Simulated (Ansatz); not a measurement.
```xyz
5

Al    0.0000    0.0000    0.0000
Cl    0.0108   -0.0179    2.1745
Cl    2.0466    0.0107   -0.7349
Cl   -1.0327    1.7791   -0.7052
Cl   -1.0246   -1.7718   -0.7345
```

Geometry: r2SCAN-D4/def2-SVPD.

Level of theory: Ansatz 0.2.0, RKS PBE0-D4/def2-TZVPD.

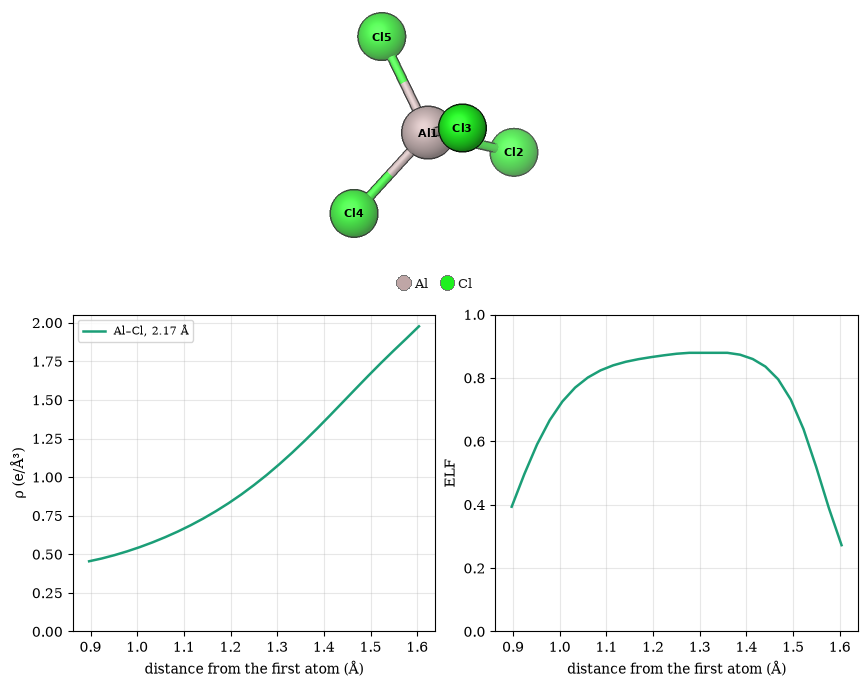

AlCl$_{4}$ (charge −1). Electron density and ELF along straight lines between neighbouring atoms. The curves leave out the atomic cores. The structure is drawn too.

Question: What can be read from the curves?

Answer: Al–Cl (2.17 Å): ρ at the midpoint is about 0.65 e/Å³; the ELF peaks at about 0.90 in the valence shell of Cl, 0.9 Å from its nucleus, and is about 0.80 at the midpoint.
